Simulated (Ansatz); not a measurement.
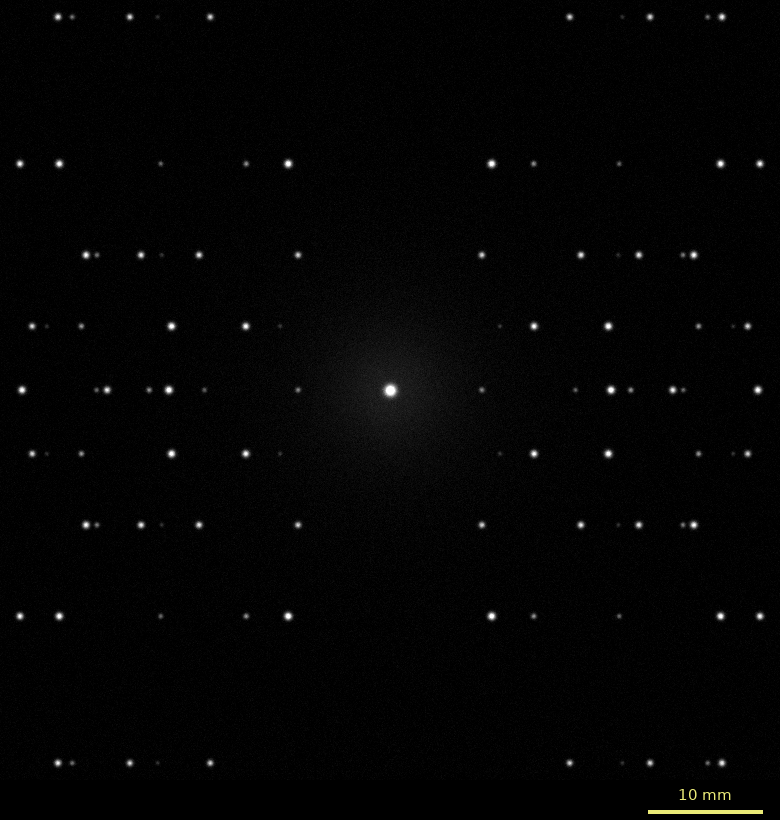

Simulated X-ray rotation photograph: Cu Kα radiation (λ = 1.5418 Å), cylindrical film of radius 30.0 mm unrolled, rotation axis vertical and normal to the beam, kinematic intensities without Lorentz or polarisation factors, the film spanning ±63° about the beam; spots down to d = 1.38 Å.

Question: Measure the layer lines and find the identity period along the axis.

Answer: The first layer line lies 5.6 mm from the equator, so tan ν = 0.188, sin ν = 0.185 and the period is λ/sin ν = 8.34 Å. Further lines follow at 11.9, 20.0, 33.0 mm.

The crystal is LaGe2S2, space group P-3m1 (No. 164), a = 4.81 Å, c = 5.71 Å (hexagonal axes). Structure: coordinates from a relaxation with DFT, PAW plane waves, pbe in Ansatz 0.2.0; the starting structure was generated, so it need not be a known form of this composition.

Question: About which axis was it rotated?

Answer: About [210] (or an equivalent direction), whose length in the conventional cell is 8.336 Å.
